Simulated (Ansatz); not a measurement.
## Electronic structure of CH2AlClO in real space

The calculation's input:

```
crystal:
  periodic: [false, false, false]
  atoms:
    - { symbol: Cl, position_ang: [-1.8871, -2.3062, 0.7547] }
    - { symbol: Al, position_ang: [-0.976, -0.4929, -0.1643] }
    - { symbol: C, position_ang: [0.5575, 0.61, 0.0385] }
    - { symbol: O, position_ang: [0.3632, 0.3014, -1.2874] }
    - { symbol: H, position_ang: [1.536, 0.1175, 0.3605] }
    - { symbol: H, position_ang: [0.4485, 1.7061, 0.2518] }
basis:
  gaussian: { orbitals: def2-SVP }
hamiltonian:
  xc: pbe0
relax:
  f_tol: 0.02
  max_steps: 50
output:
  orbitals: {}
```

Launched as:

```sh
ansatz run input.yaml --threads 1 --pin off --max-ram 2048MiB --backend cpu --events-out ev --progress --plain --runs-dir out
```

The fields are those of the relaxed geometry.

Level of theory: Ansatz, RKS PBE0/def2-SVP.

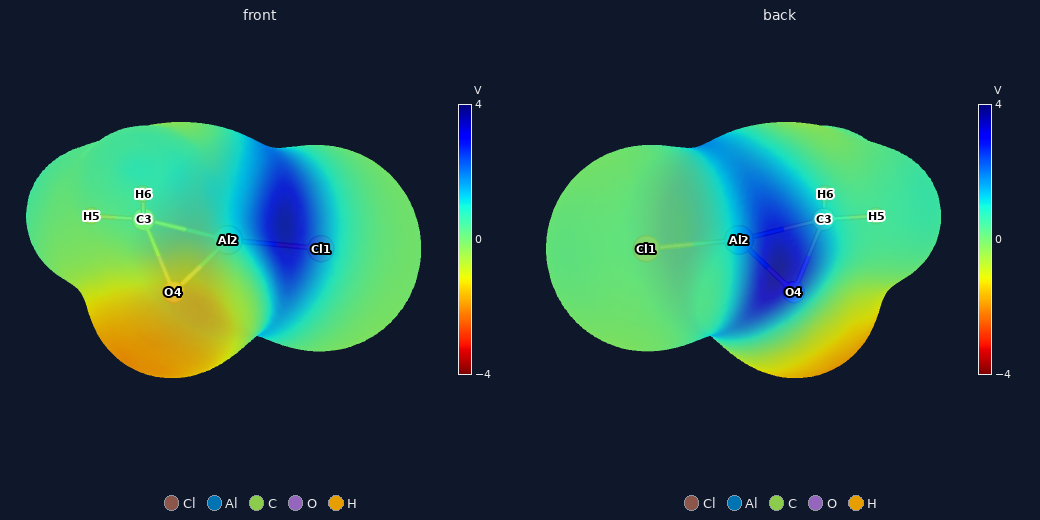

Figure 1. The electrostatic potential painted on the density surface at 0.002 e/bohr³, seen from the front and from behind; red is negative and blue positive.

Describe the electrostatic potential map.

Answer. The most negative region (about −2.0 V, or −46 kcal/mol for a unit charge) lies over O4, the most positive (about +3.4 V, or +78 kcal/mol for a unit charge) over Al2. O4 is the likeliest acceptor of a hydrogen bond.

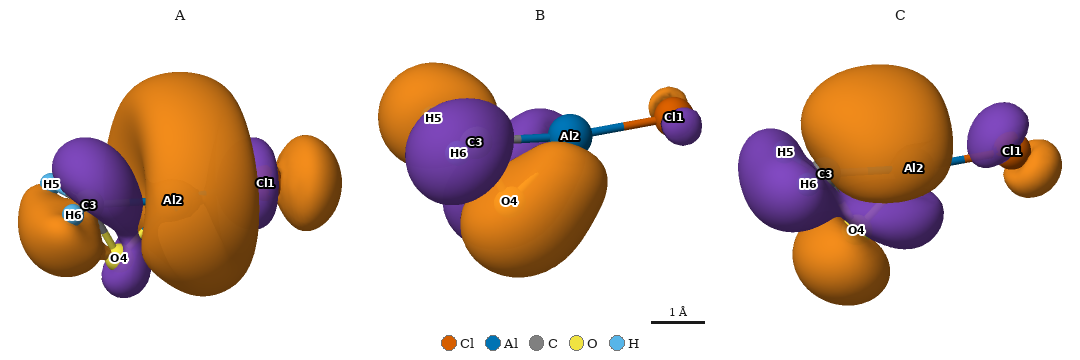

Figure 2. Three frontier orbitals at ±0.06 Å⁻³ᐟ² (orange and purple are the two phases), in no order.

Order the three orbitals by energy and name them.

Answer. B is the HOMO−1 (−7.79 eV). It lies mainly on O4 (about 65 %), C3 (about 15 %), H5 (about 5 %) and H6 (about 5 %). C is the HOMO (−6.67 eV). Its weight (Hirshfeld) is mainly on O4 (about 35 %), C3 (about 30 %) and Al2 (about 25 %). A is the LUMO (−1.56 eV). Its weight (Hirshfeld) is mainly on Al2 (about 55 %), Cl1 (about 20 %) and C3 (about 20 %).

What is the HOMO–LUMO gap?

Answer. 5.11 eV between the orbital energies.

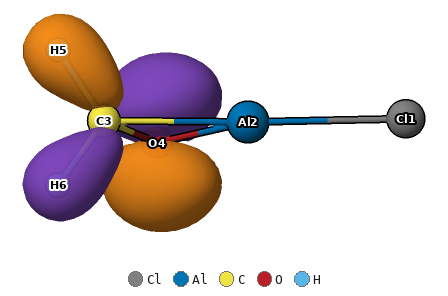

Figure 3. The HOMO−1 at ±0.2 Å⁻³ᐟ² (orange and purple are the two phases), seen from one side.

Where does this orbital lie, and at what energy?

Answer. By Hirshfeld shares it lies mainly on O4 (about 65 %), C3 (about 15 %), H5 (about 5 %) and H6 (about 5 %). Its energy is −7.79 eV.
